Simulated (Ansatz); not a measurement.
Input

```
crystal:
  periodic: [false, false, false]
  atoms:
    - {symbol: Si, position_ang: [-0.951842, 0.256895, -0.361394]}
    - {symbol: F, position_ang: [2.448548, -0.856304, -0.586709]}
    - {symbol: F, position_ang: [-1.515617, -1.029591, -1.081190]}
    - {symbol: F, position_ang: [-2.170964, 1.181856, 0.035658]}
    - {symbol: H, position_ang: [-0.071942, 1.014780, -1.258828]}
    - {symbol: H, position_ang: [1.827604, -0.863734, 0.110067]}
    - {symbol: S, position_ang: [0.012137, -0.467081, 1.390826]}
    - {symbol: H, position_ang: [0.422177, 0.763280, 1.751572]}
basis:
  gaussian: {orbitals: def2-TZVPP}
hamiltonian: {xc: pbe0, dispersion: d4}
output: {orbitals: {seedname: orbitals}}
```

Run with:

```sh
ansatz run in.yaml --threads 4 --pin off --events-out ev --progress --plain --max-ram 9574MiB
```

The product side of a reaction path; geometry: PBE0-D4/def2-TZVP.

The calculation used RKS PBE0-D4/def2-TZVPP (Ansatz).

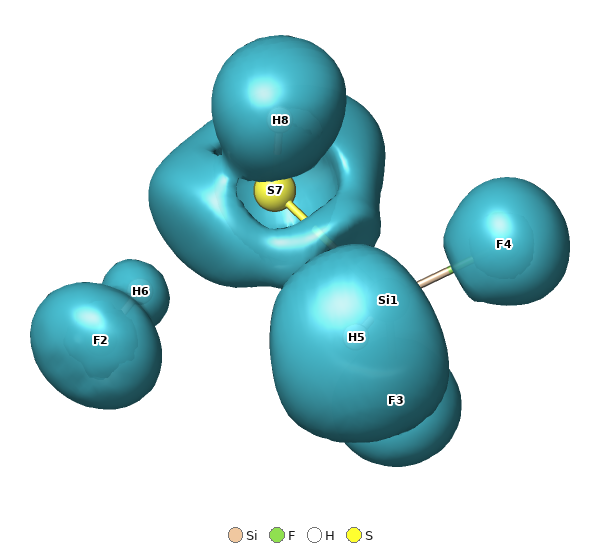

F2H2SSi···HF. Isosurface of the ELF at 0.75 (cyan), seen across its widest extent. Core shells and regions of very low density are left out.

Q: What do the ELF domains correspond to?

A: The surface consists of one region around a hydrogen nucleus, two regions wrapped around F (its lone pairs, merged into a ring or cap), one joined region spread over several atoms (F, H), in which their bonds and any lone pairs are merged and one joined region spread over several atoms (H, S), in which their bonds and any lone pairs are merged. Profiles from the grid: S7···H6 (2.26 Å): the ELF dips to about 0.15 between them: by its geometry a hydrogen bond between the two molecules, with no shared pair. Si–F (1.58 Å): the ELF peaks at about 0.85 in the valence shell of F, 0.6 Å from its nucleus, and is about 0.55 at the midpoint.
